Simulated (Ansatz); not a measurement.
# Profile along the Ti–Ti line in Ti (hcp, Mg type)

Ti (hcp, Mg type)

```
Ti
1.0
    2.93627     0.00000     0.00000
   -1.46813     2.54288     0.00000
    0.00000     0.00000     4.63716
Ti
2
Direct
  0.33333   0.66667   0.75000
  0.66667   0.33333   0.25000
```

Fields along a shortest Ti–Ti line of a (0001) plane (2.94 Å), from Ti to Ti, interpolated on the slice's grid (step about 0.2 Å). Level of theory: r2SCAN (plane waves to 500 eV, PAW, scalar-relativistic; Ansatz, an electronic-structure program). k mesh 18×18×10. Inside the PAW spheres the values are not all-electron values, and peaks at nuclei hang on which shells count as valence. The PAW data are Ansatz's earlier set. Ti is run without spin polarisation. Ti was relaxed with its symmetry unable to fall.

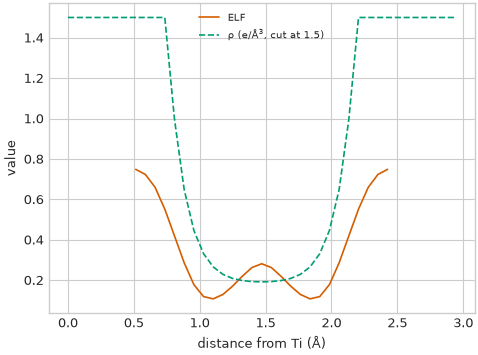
Fig. 1. ELF (away from the nuclei) and valence density from Ti to Ti.

Density on the Ti–Ti line (2.94 Å) at its midpoint: 0.19 e/Å³. ELF at that point: 0.28.
